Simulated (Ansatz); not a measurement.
# Phonons of W-Nb-Nb-W stack of (111) layers

Question: is the lattice of W-Nb-Nb-W stack of (111) layers stable, and if so, what are its coupling constant and resistivity?

Calculated with Ansatz 0.2.0; DFT PBEsol, scalar-relativistic, plane waves, PAW; PAW set soft_1.

## 1. The starting structure

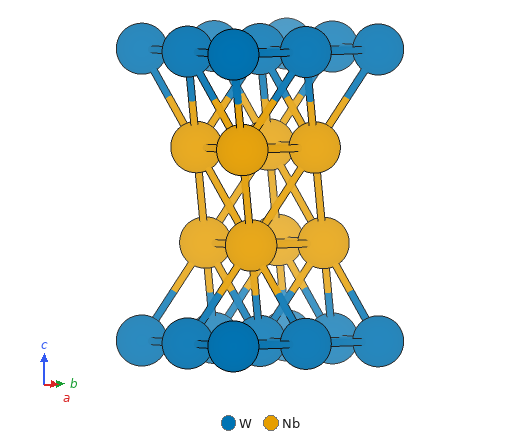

Start, viewed from the side, with the c axis up; tungsten blue, niobium orange. 2×2×1 cells are drawn. Some periodic images of atoms are drawn too.

The cell holds 4 atoms: 2 W and 2 Nb. Cell: a = 2.940 Å, b = 2.940 Å, c = 18.201 Å, α = 90.0°, β = 90.0°, γ = 120.0°. Vacuum lies along c.

As a file:

```cif
data_structure
_symmetry_space_group_name_H-M 'P 1'
_symmetry_Int_Tables_number 1
_cell_length_a 2.9400
_cell_length_b 2.9400
_cell_length_c 18.2014
_cell_angle_alpha 90.000
_cell_angle_beta 90.000
_cell_angle_gamma 120.000
_cell_volume 136.25
loop_
_atom_site_label
_atom_site_type_symbol
_atom_site_fract_x
_atom_site_fract_y
_atom_site_fract_z
_atom_site_occupancy
W1 W 0.00000 0.00000 0.30217 1
Nb2 Nb 0.33333 0.66667 0.43406 1
Nb3 Nb 0.66667 0.33333 0.56594 1
W4 W 0.00000 0.00000 0.69783 1
```

## 2. Rough relaxation

The start is far from rest, so a relaxation with loose thresholds does the first part.

File input.yaml:

```yaml
crystal:
  lattice:
    - [2.93997, 0.0, 0.0]
    - [-1.46998, 2.54609, 0.0]
    - [0.0, 0.0, 18.20142]
  atoms:
    - { symbol: W, position: [0.0, 0.0, 0.30217429] }
    - { symbol: Nb, position: [0.33333333, 0.66666667, 0.4340581] }
    - { symbol: Nb, position: [0.66666667, 0.33333333, 0.5659419] }
    - { symbol: W, position: [0.0, 0.0, 0.69782571] }
  periodic: [true, true, false]
kpoints:
  mp_grid: { grid: [9, 9, 1] }
hamiltonian:
  xc: pbesol
  pseudopotentials: { kind: paw, azcp: { folder: soft_1 }, xc_functional: pbe }
scf:
  occupations: { method: gaussian, width: 0.1 }
output:
  forces: true
  stress: true
  eigenvalues: true
relax:
  adjacent_minimum: "off"
  f_tol: 0.05
  max_steps: 80
  cell: { stress_2d_tol: 0.02 }
```

Started as:

```bash
$ ansatz run input.yaml --threads 4 --pin off --max-ram 12288MiB --backend cpu --events-out ev --progress --plain --runs-dir out
```

Numbers of over 12 decimals in the logs are rounded to 6 here.

What it wrote:

```text
Warning: crystal.periodic: the lattice vector that does not repeat stood 0.000° off the slab's normal, 18.201 Å along it as the deck builds it. The run solves the slab on a vector along the normal, 38.203 Å long, with every atom where it was (on the deck's vector they left 11.00 Å outside them, and the widest stretch free of ions among them is 2.40 Å). A fractional position that the run reports is one of the run's ce [...]
The last accepted step is kept in <dir> (removed where the run ends without a failure and the disk answers)
crystal.periodic: the lattice vector that does not repeat stood 0.000° off the slab's normal, 18.201 Å along it as the deck builds it. The run solves the slab on a vector along the normal, 38.203 Å long, with every atom where it was (on the deck's vector they left 11.00 Å outside them, and the widest stretch free of ions among them is 2.40 Å). A fractional position that the run reports is one of the run's cell, which [...]
Engine: ansatz 0.2.0, aarch64-unknown-linux-gnu
Pseudopotentials: kind: paw
Pseudopotential: W, paw, valence charge 14, recommended cutoff 420 eV (normal), soft_1/W.paw.azcp
Pseudopotential: Nb, paw, valence charge 13, recommended cutoff 420 eV (normal), soft_1/Nb.paw.azcp
Functional definition: PBEsol
  exchange = pbesol_x
  correlation = pbesol_c
Crystal: 4 atoms, lattice volume = 285.965 Å³
Basis set: ecut = 420 eV, 5503 PW (Γ), exchange–correlation on 40×40×512 points (8 copies of the dense FFT grid, shifted against one another)
Bands: 33, of which v1, the nominal top of the filled ones, is band 27 counted from 1 (26 counted from 0)
Symmetry: 12 space group operations
Space group: P-3m1 (ITA 164), of the structure as read, at distance tolerance 6.6e-5 Å
k-points: 12 of 81
Non-local potential: W, projectors of the file, l = 0: 3, l = 1: 2, l = 2: 2, l = 3: 1
Non-local potential: Nb, projectors of the file, l = 0: 3, l = 1: 2, l = 2: 2, l = 3: 1
PAW form: soft (Blöchl's): semilocal exchange-correlation on the pseudo side does not see the compensation charge
PAW frozen core: W, regenerated for the run's functional, and the local potential with it (the file was generated under x = pbe(κ = 0.804, μ = 0.219515), c = pbe(β = 0.066725))
PAW frozen core: Nb, regenerated for the run's functional, and the local potential with it (the file was generated under x = pbe(κ = 0.804, μ = 0.219515), c = pbe(β = 0.066725))
PAW one-centre angular grid: W, 590 points (default); XC on 64 Gauss nodes
PAW one-centre angular grid: Nb, 590 points (default); XC on 64 Gauss nodes
Initial density: superposition of atomic densities (neutral atoms: chi_scale 0, normalization atom)
Initial wavefunctions: pseudopotential atomic-orbital guess
Functional: x = pbesol(κ = 0.804, μ = 0.123457), c = pbesol(β = 0.046)
SCF iter   1: F=—  HF=-29503.490855 eV  |F-HF|=—  |Δ(HF+E_count)|=         —  Δρ=3.81e-2  dr2=8.41e0  ethr=3.10e-3  ⟨swp⟩=12.0  Hψ=2747  notcnv=0
preconditioner: auto → LDOS  [metal: Δε(μ)=0.043 eV  Ē_g=3.751 eV  σ=0.100 eV  W_gap=0.23  n_scr=24 (ndim 8)  ℏωp=10.3 eV  f_vac=0.689  D(μ)=7.11/eV (n_scr^D=24)  β→1.0]
SCF iter   2: F=—  HF=-29501.278694 eV  |F-HF|=—  |Δ(HF+E_count)|=    2.21e0  Δρ=1.92e-2  dr2=1.88e0  ethr=3.10e-3  ⟨swp⟩=4.3  Hψ=1131  notcnv=0  defer=7
SCF iter   3: F=—  HF=-29501.155226 eV  |F-HF|=—  |Δ(HF+E_count)|=   1.23e-1  Δρ=4.95e-3  dr2=2.98e-1  ethr=3.10e-3  ⟨swp⟩=3.4  Hψ=937  notcnv=0  defer=7
SCF iter   4: F=—  HF=-29501.125164 eV  |F-HF|=—  |Δ(HF+E_count)|=   3.01e-2  Δρ=1.89e-3  dr2=1.48e-2  ethr=5.52e-4  ⟨swp⟩=4.0  Hψ=985  notcnv=0  defer=5
SCF iter   5: F=—  HF=-29501.120702 eV  |F-HF|=—  |Δ(HF+E_count)|=   4.46e-3  Δρ=4.66e-4  dr2=1.46e-3  ethr=2.73e-5  ⟨swp⟩=4.1  Hψ=917  notcnv=0  defer=5
SCF iter   6: F=—  HF=-29501.120696 eV  |F-HF|=—  |Δ(HF+E_count)|=   5.74e-6  Δρ=1.80e-4  dr2=2.02e-4  ethr=2.71e-6  ⟨swp⟩=3.8  Hψ=911  notcnv=0  defer=5
SCF iter   7: F=—  HF=-29501.120685 eV  |F-HF|=—  |Δ(HF+E_count)|=   1.04e-5  Δρ=3.62e-5  dr2=3.55e-6  ethr=3.73e-7  ⟨swp⟩=3.5  Hψ=818  notcnv=0  defer=5
SCF iter   8: F=—  HF=-29501.120932 eV  |F-HF|=—  |Δ(HF+E_count)|=   2.47e-4  Δρ=1.09e-5  dr2=2.90e-7  ethr=6.57e-9  ⟨swp⟩=3.6  Hψ=907  notcnv=0  defer=5
iter 9 did not close the SCF: its close was put off until two iterations running show no level that it waits for move by more than its bar (scf_convergence_deferred on its scf_iter line)
SCF iter   9: F=-29501.120933 eV  HF=-29501.120933 eV  |F-HF|=2.51e-8  |Δ(HF+E_count)|=   6.59e-7  Δρ=2.61e-6  dr2=2.32e-8  ethr=1.85e-10  ⟨swp⟩=15.8  Hψ=2692  notcnv=0
iter 10 did not close the SCF: its close was put off until two iterations running show no level that it waits for move by more than its bar (scf_convergence_deferred on its scf_iter line)
SCF iter  10: F=-29501.120933 eV  HF=-29501.120933 eV  |F-HF|=1.28e-8  |Δ(HF+E_count)|=   2.10e-8  Δρ=6.15e-7  dr2=2.09e-9  ethr=4.30e-11  ⟨swp⟩=3.9  Hψ=1639  notcnv=0
SCF iter  11: F=-29501.120933 eV  HF=-29501.120933 eV  |F-HF|=1.12e-9  |Δ(HF+E_count)|=   1.29e-8  Δρ=1.31e-7  dr2=9.18e-11  ethr=3.88e-12  ⟨swp⟩=3.2  Hψ=1287  notcnv=0
SCF 1 converged in 11 iterations: F = -29501.120933 eV  dr2 = 9.18e-11
  greatest PAW one-centre occupation: 0.999 electrons in one spin orbital (limit 2), on the W atom at site 3 (counted from 0), in its partial waves of l = 0
relax step   1: F+E_penalty+E_count = -29501.12093309 eV  Δ(F+E_penalty+E_count) = +0.000e0 eV  max|allowed force component| = 6.706e-1 eV/Å  Δτ_max = 0.0000 Å  P = -22.781 N/m  Ω = 285.965 Å³  fix = [c, alpha, beta]  reactions: c -0.000 N/m  (11 SCF iters, dr2 threshold 1.00e-7 eV, accepted)
Crystal: 4 atoms, lattice volume = 258.486 Å³
Basis set: ecut = 420 eV, 5083 PW (Γ), exchange–correlation on 40×40×512 points (8 copies of the dense FFT grid, shifted against one another)
Initial density: handed on by an earlier stage of this run
Initial wavefunctions: those handed on with the density
iter 1 solved again at ethr=1.13e-3 eV; its pass at ethr=3.10e-3 eV (dr2=6.08e-1 eV) is discarded
SCF iter   1: F=—  HF=-29501.637983 eV  |F-HF|=—  |Δ(HF+E_count)|=         —  Δρ=7.19e-3  dr2=6.20e-1  ethr=1.13e-3  ⟨swp⟩=1.6  Hψ=3271  notcnv=0
preconditioner: auto → LDOS  [insulator: Δε(μ)=0.101 eV  Ē_g=3.891 eV  σ=0.100 eV  W_gap=0.53  n_scr=24 (ndim 8)  ℏωp=10.8 eV  f_vac=0.698  D(μ)=7.55/eV (n_scr^D=26)  ε∞_Penn≈8.8  β→1.0]
SCF iter   2: F=—  HF=-29501.576485 eV  |F-HF|=—  |Δ(HF+E_count)|=   6.15e-2  Δρ=4.08e-3  dr2=1.50e-1  ethr=1.13e-3  ⟨swp⟩=3.4  Hψ=805  notcnv=0
[...]
SCF iter   8: F=-29501.977314 eV  HF=-29501.977314 eV  |F-HF|=1.64e-7  |Δ(HF+E_count)|=   1.15e-6  Δρ=1.22e-5  dr2=3.92e-7  ethr=7.41e-10  ⟨swp⟩=20.7  Hψ=2914  notcnv=0
iter 9 did not close the SCF: its close was put off until two iterations running show no level that it waits for move by more than its bar (scf_convergence_deferred on its scf_iter line)
SCF iter   9: F=-29501.977314 eV  HF=-29501.977314 eV  |F-HF|=5.40e-8  |Δ(HF+E_count)|=   1.21e-8  Δρ=2.94e-6  dr2=1.82e-8  ethr=7.26e-10  ⟨swp⟩=4.8  Hψ=1824  notcnv=0
SCF iter  10: F=-29501.977314 eV  HF=-29501.977314 eV  |F-HF|=6.39e-9  |Δ(HF+E_count)|=   5.52e-8  Δρ=8.12e-7  dr2=1.75e-9  ethr=3.37e-11  ⟨swp⟩=4.4  Hψ=1631  notcnv=0
SCF 3 converged in 10 iterations: F = -29501.977314 eV  dr2 = 1.75e-9
relax step   3: F+E_penalty+E_count = -29501.97731422 eV  Δ(F+E_penalty+E_count) = -4.126e-1 eV  max|allowed force component| = 7.435e-1 eV/Å  Δτ_max = 0.1940 Å  P = -4.032 N/m  Ω = 252.190 Å³  energy of the carried Pulay correction = +1.951e-3 eV  fix = [c, alpha, beta]  reactions: c -0.000 N/m  (10 SCF iters, dr2 threshold 4.00e-7 eV, accepted)
[...]
relax step   4: F+E_penalty+E_count = -29502.00009013 eV  Δ(F+E_penalty+E_count) = -2.278e-2 eV  max|allowed force component| = 2.046e-1 eV/Å  Δτ_max = 0.1912 Å  P = +11.086 N/m  Ω = 238.467 Å³  energy of the carried Pulay correction = +2.816e-3 eV  fix = [c, alpha, beta]  reactions: c +0.000 N/m  (8 SCF iters, dr2 threshold 4.00e-7 eV, accepted)
[...]
relax step   5: F+E_penalty+E_count = -29502.08020054 eV  Δ(F+E_penalty+E_count) = -8.011e-2 eV  max|allowed force component| = 9.752e-2 eV/Å  Δτ_max = 0.0587 Å  P = -1.102 N/m  Ω = 247.201 Å³  energy of the carried Pulay correction = +2.260e-3 eV  fix = [c, alpha, beta]  reactions: c -0.000 N/m  (7 SCF iters, dr2 threshold 4.00e-7 eV, accepted)
[...]
relax step   6: F+E_penalty+E_count = -29502.07148469 eV  Δ(F+E_penalty+E_count) = +8.716e-3 eV  max|allowed force component| = 3.337e-1 eV/Å  Δτ_max = 0.0412 Å  P = +0.371 N/m  Ω = 246.467 Å³  energy of the carried Pulay correction = +2.306e-3 eV  fix = [c, alpha, beta]  (6 SCF iters, dr2 threshold 4.00e-7 eV, rejected (line search))
[...]
relax step   7: F+E_penalty+E_count = -29502.08176469 eV  Δ(F+E_penalty+E_count) = -1.564e-3 eV  max|allowed force component| = 2.920e-3 eV/Å  Δτ_max = 0.0085 Å  P = -0.032 N/m  Ω = 246.460 Å³  energy of the carried Pulay correction = +2.307e-3 eV  fix = [c, alpha, beta]  reactions: c -0.000 N/m  (11 SCF iters, accepted)
[...]
relax step   8: F+E_penalty+E_count = -29502.08177006 eV  Δ(F+E_penalty+E_count) = -5.374e-6 eV  max|allowed force component| = 1.049e-4 eV/Å  Δτ_max = 0.0009 Å  P = -0.001 N/m  Ω = 246.448 Å³  energy of the carried Pulay correction = +2.307e-3 eV  fix = [c, alpha, beta]  reactions: c -0.000 N/m  (6 SCF iters, dr2 threshold 8.51e-10 eV, accepted)
Initial wavefunctions: pseudopotential atomic-orbital guess (no wavefunctions were taken with the density)
iter 1 solved again at ethr=2.04e-7 eV; its pass at ethr=3.10e-3 eV (dr2=1.10e-4 eV) is discarded
SCF iter   1: F=—  HF=-29502.079881 eV  |F-HF|=—  |Δ(HF+E_count)|=         —  Δρ=9.75e-5  dr2=2.88e-6  ethr=2.04e-7  ⟨swp⟩=7.4  Hψ=4806  notcnv=0
preconditioner: auto → LDOS  [insulator: Δε(μ)=0.112 eV  Ē_g=3.926 eV  σ=0.100 eV  W_gap=0.53  n_scr=24 (ndim 8)  ℏωp=11.1 eV  f_vac=0.676  D(μ)=4.27/eV (n_scr^D=20)  ε∞_Penn≈9.0  β→1.0]
SCF iter   2: F=—  HF=-29502.080145 eV  |F-HF|=—  |Δ(HF+E_count)|=   2.64e-4  Δρ=8.35e-6  dr2=8.28e-8  ethr=5.33e-9  ⟨swp⟩=3.5  Hψ=984  notcnv=0
SCF iter   3: F=—  HF=-29502.080145 eV  |F-HF|=—  |Δ(HF+E_count)|=   3.49e-8  Δρ=1.94e-6  dr2=8.48e-9  ethr=1.53e-10  ⟨swp⟩=4.0  Hψ=1065  notcnv=0
SCF iter   4: F=—  HF=-29502.080145 eV  |F-HF|=—  |Δ(HF+E_count)|=   6.18e-9  Δρ=2.57e-7  dr2=7.88e-11  ethr=1.57e-11  ⟨swp⟩=4.1  Hψ=1078  notcnv=0
SCF iter   5: F=—  HF=-29502.080145 eV  |F-HF|=—  |Δ(HF+E_count)|=   1.47e-9  Δρ=7.05e-8  dr2=2.17e-11  ethr=1.00e-12  ⟨swp⟩=2.8  Hψ=634  notcnv=0
SCF iter   6: F=—  HF=-29502.080145 eV  |F-HF|=—  |Δ(HF+E_count)|=  2.95e-10  Δρ=2.60e-8  dr2=3.53e-12  ethr=1.00e-12  ⟨swp⟩=14.1  Hψ=3346  notcnv=0
SCF iter   7: F=-29502.080145 eV  HF=-29502.080145 eV  |F-HF|=4.73e-11  |Δ(HF+E_count)|=  1.46e-11  Δρ=4.61e-9  dr2=8.29e-14  ethr=1.00e-12  ⟨swp⟩=8.8  Hψ=2278  notcnv=0
SCF 9 converged in 7 iterations: F = -29502.080145 eV  dr2 = 8.29e-14
relax step   9: F+E_penalty+E_count = -29502.08014528 eV  Δ(F+E_penalty+E_count) = +1.625e-3 eV  max|allowed force component| = 1.546e-4 eV/Å  Δτ_max = 0.0000 Å  P = -0.018 N/m  Ω = 246.448 Å³  fix = [c, alpha, beta]  reactions: c -0.000 N/m  stress off target by 1.84e-2 N/m on what of the cell is left free  SCF on the basis re-selected at this cell (its energy is not comparable with the rows above)  (7 SCF iters)
basis re-selected at this cell: Δ(F+E_penalty+E_count) = +1.625e-3 eV, ΔP = -0.017 N/m vs the last step (what re-selecting the basis moved, of the pressure what is left beyond the Pulay correction that the steps carried, after the strain that the cell walked since its last selection, with what the two solves' SCF thresholds leave and, on support functions, any second-order correction that the steps lacked; it is no m [...]
SCF converged after 7 iterations
Free energy (F): -29502.080145 eV
Harris-Foulkes:  -29502.080145 eV  (|F-HF|=4.73e-11)
Internal energy: -29502.058796 eV  (E = F + TS)
E sigma→0 (E₀):  -29502.069471 eV
Entropy (-TS):   -0.021349 eV (-5.337 meV/atom)
Fermi energy:    -5.471137 eV
--- Per-component energies (eV) ---
  E_band       = -1680.427074
  E_kinetic    = 1593.306435
  E_local      = -252807.025624  (includes V_loc(G=0)·N_el)
  E_nonlocal   = 150.237044
  E_hartree    = 125406.017572
  E_xc         = -859.662901
  E_vxc        = -860.587728  (∫ρ·V_xc dr)
  E_paw        = -22956.219357  (= ΣΔE_a)
  E_vpaw       = -568.392694  (= ΣTr[D̂ρ^β])
  E_aug_tail   = 0.000382  (compensation charges beyond the density's cutoff)
  E_ewald      = 119970.466519
  E_core_change = 0.821135  (= ΣΔE_core)
  E_smearing   = -0.021349  (= −TS)
  E_closure    = 0.000000  (closes the sum)
  Σ components = -29502.080145   (vs F -29502.080145, Δ=0.00e0)
--- Forces (eV/Å), atoms counted from 1 ---
  atom   1  W     -0.00000000    -0.00000000    -0.00008343
  atom   2  Nb    -0.00000000     0.00000000     0.00015461
  atom   3  Nb     0.00000000    -0.00000000    -0.00015461
  atom   4  W      0.00000000     0.00000000     0.00008343
  max |Σ_I F_I| component: 2.31e-18 eV/Å
--- 2D stress c σ (N/m, compression-positive) ---
       -0.018361      -0.000000      -0.000000
       -0.000000      -0.018361      -0.000000
        0.000000       0.000000       0.000000
  P = ½ c Tr σ = -0.0184 N/m
--- Band table (eV; the first three rows and the last of 12) ---
  k-point 0: bands = [... 23 lower, -5.6494, -5.6413, -5.6413, -5.6235, -5.6235, -5.1748, -5.0914, -5.0914, ... 2 higher]
  k-point 1: bands = [... 23 lower, -6.1621, -6.1008, -6.0171, -5.7815, -5.3747, -5.3123, -5.1423, -5.1243, ... 2 higher]
  k-point 2: bands = [... 23 lower, -6.6964, -6.6397, -6.5150, -6.3673, -5.6341, -4.9388, -3.8596, -3.8322, ... 2 higher]
  k-point 11: bands = [... 23 lower, -6.4493, -6.4493, -6.4052, -6.4052, -6.1256, -6.1256, -4.3598, -4.1699, ... 2 higher]
--- Relaxed structure (8 steps of the walk, 7 accepted, 1 SCFs on fresh bases) ---
  F+E_penalty+E_count = -29502.08014528 eV   max|allowed force component| = 1.546e-4 eV/Å   (the final SCF, on the basis selected at the relaxed cell)
  cell:  # Å, volume = 246.4484 Å³
    - [2.729291, -2.6798853962525555e-6, 0.0]
    - [-1.364643, 2.363637, 0.0]
    - [0.0, 0.0, 38.202835]
  atoms:
    - { symbol: W, position: [0, 0, 0.136849] }
    - { symbol: Nb, position: [0.333333, 0.666667, 0.203040] }
    - { symbol: Nb, position: [0.666667, 0.333333, 0.273402] }
    - { symbol: W, position: [0, 0, 0.339592] }
```

The job ended after 22 s (4 threads of Arm Neoverse V2, shared host; peak memory 0.63 GiB; 78 s of CPU time).

Step by step:

```tsv
step	energy less that of the first step (eV)	largest force component (eV/Å)	volume (Å³)
1	0.0000	0.6706	285.96
2	-0.4438	1.6854	258.49
3	-0.8564	0.7435	252.19
4	-0.8792	0.2046	238.47
5	-0.9593	0.0975	247.20
6	-0.9506	0.3337	246.47
7	-0.9608	0.0029	246.46
8	-0.9608	0.0001	246.45
9*	-0.9592	0.0002	246.45
```

Relaxation steps marked * repeat the geometry before them on a plane-wave basis chosen anew for their cell, so energy and pressure can jump there. Relaxation step 6 was tried and not accepted.

The run keeps the 12 symmetry operations that it works with, so distortions that break them were not tested.

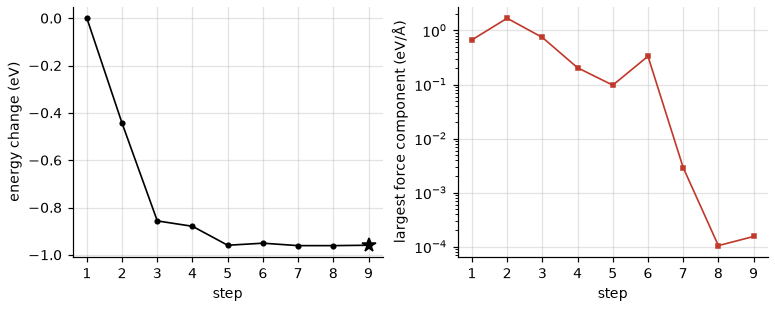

Energy and largest force along the relaxation. Stars mark steps on a basis chosen anew.

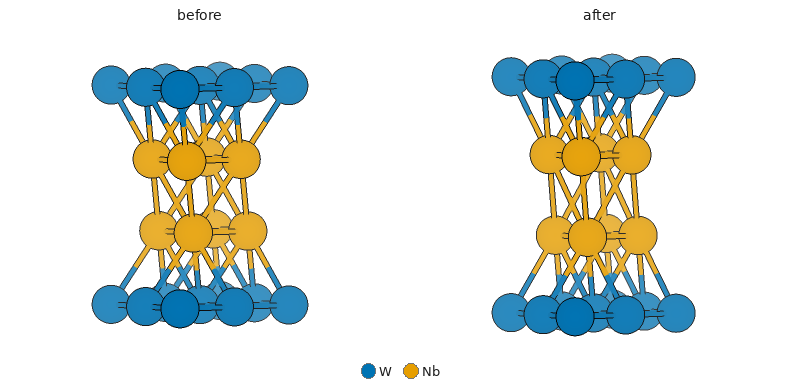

The structure before and after the relaxation, drawn at the same scale.

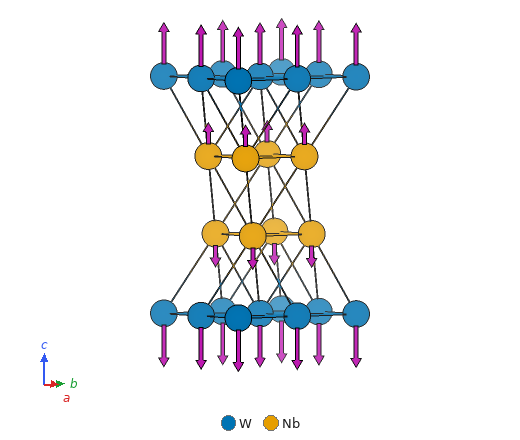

Displacements in the relaxation, exaggerated, measured against the changing cell; the longest in the cell stands for 0.27 Å. 2×2×1 cells are drawn. Some periodic images of atoms are drawn too.

```tsv
cell as run	before	after	change
a (Å)	2.940	2.729	-7.2 %
b (Å)	2.940	2.729	-7.2 %
```

The atoms that moved most (Å, along periodic axes as changes of fractional coordinates times the final cell, across vacuum about the mean position):

```tsv
atom	dx	dy	dz	length
W1	0.000	0.000	-0.272	0.272
W4	0.000	0.000	0.272	0.272
Nb3	0.000	0.000	0.144	0.144
Nb2	0.000	0.000	-0.144	0.144
```

Final coordinates:

```xyz
4
Lattice="2.7293 0.0000 0.0000 -1.3646 2.3636 0.0000 0.0000 0.0000 38.2028" Properties=species:S:1:pos:R:3
W     0.0000    0.0000    5.2280
Nb    0.0000    1.5758    7.7567
Nb    1.3646    0.7879   10.4447
W     0.0000    0.0000   12.9734
```

This step gave:

- metallic on mesh: yes
- gap on the k-mesh: 0 eV

The relaxation ends with a largest force component of 1.5e-4 eV/Å.

[end of part 1 of 3]

[Logs are printed without paths, hosts, clocks, repeated set-up lines and the standing remarks that a program may print on its own settings, such as how far it seeks lower states.]

[Hosts, paths, dates, database ids (printed as entryN), source tags and the programs' standing remarks are cut or masked in the printed files.]
